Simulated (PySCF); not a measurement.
# PO (Phosphorus monoxide): UB3LYP/cc-pVTZ

Aim: the vertical ionisation energy of PO (Phosphorus monoxide) at UB3LYP/cc-pVTZ, from 2 runs. 

Program for the calculation: PySCF 2.14.0.

2 further runs of the same task are left out: 2 set aside as unsound or not needed. Runs told in other sessions of the task aren't counted.

### 1 Starting point

PO: 2 atoms, total charge 0, spin state doublet. SMILES: `O=[P]`. The shape is that of a GFN2-xTB optimisation.

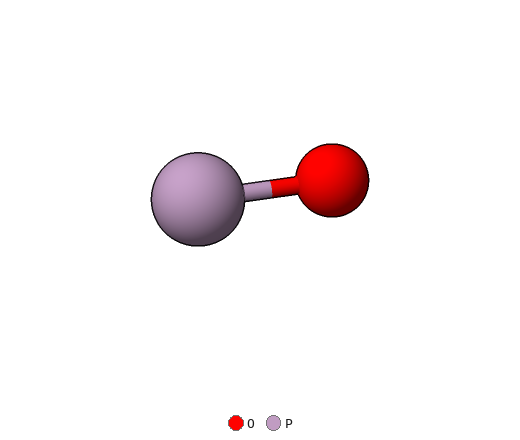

Viewed from a chosen angle; oxygen red, phosphorus pink.

### 2 A single-point energy at UB3LYP/cc-pVTZ

run.py reads:

```python
from pyscf import gto, dft

mol = gto.M(
    atom='O 0.000000 0.000000 0.000000; P 0.000000 0.000000 1.455090',
    basis='cc-pvtz',
    max_memory=1860,
    verbose=3,
    spin=1,
)

mf = dft.UKS(mol, xc='b3lyp')
mf.grids.level = 5
mf.conv_tol = 1e-10
mf.kernel()
if not mf.converged:
    mf = mf.newton().run(mf.mo_coeff, mf.mo_occ)

energy = mf.e_tot
print('E = %.10f Eh' % energy)
```

On the command line:

```console
$ OMP_NUM_THREADS=1 python run.py
```

Standard output:

```text
converged SCF energy = -416.60043016445  <S^2> = 0.75430622  2S+1 = 2.0043016
E = -416.6004301645 Eh
```

Wall time 8.4 s (1 thread of Arm Neoverse V1, shared host); peak memory 0.31 GiB.

### 3 The singlet cation at the same level

geometry.xyz reads:

```xyz
2
OP
O      0.000000     0.000000     0.000000
P      0.000000     0.000000     1.455090
```

run.py reads:

```python
from pyscf import gto, dft

system = gto.M(
    atom='geometry.xyz',
    charge=1,
    basis='cc-pvtz',
    spin=0,
    max_memory=1860,
    verbose=3,
)

calc0 = dft.RKS(system, xc='b3lyp')
calc0.conv_tol = 1e-10
calc0.grids.level = 5
calc0.kernel()
if not calc0.converged:
    calc0 = calc0.newton().run(calc0.mo_coeff, calc0.mo_occ)

etot = calc0.e_tot
print('E(%s) = %.9f' % ('B3LYP', etot))
```

On the command line:

```console
$ OMP_NUM_THREADS=1 python run.py
```

Standard output:

```text
converged SCF energy = -416.287611462206
E(B3LYP) = -416.287611462
```

Run time: 4.2 s. Hardware: 1 thread of Arm Neoverse V1, shared host; peak memory 0.3 GiB.

### 4 Summary of results

Level: UB3LYP/cc-pVTZ.

| quantity | value |
| --- | --- |
| doublet PO: total energy | -416.60043 Eh |
| doublet PO: dipole moment | 1.95 D |
| doublet PO: HOMO energy (highest over α and β) | -5.37 eV |
| doublet PO: LUMO energy (lowest over α and β) | -3.38 eV |
| doublet PO: ⟨S²⟩ | 0.754 |
| singlet cation: total energy | -416.28761 Eh |
| singlet cation: HOMO energy | -19.27 eV |
| singlet cation: LUMO energy | -11.65 eV |
| singlet cation: HOMO–LUMO gap | 7.62 eV |
| vertical ionisation energy (to the singlet cation) | 8.512 eV |

In words: Removing an electron at fixed nuclei costs 8.51 eV (196 kcal/mol).
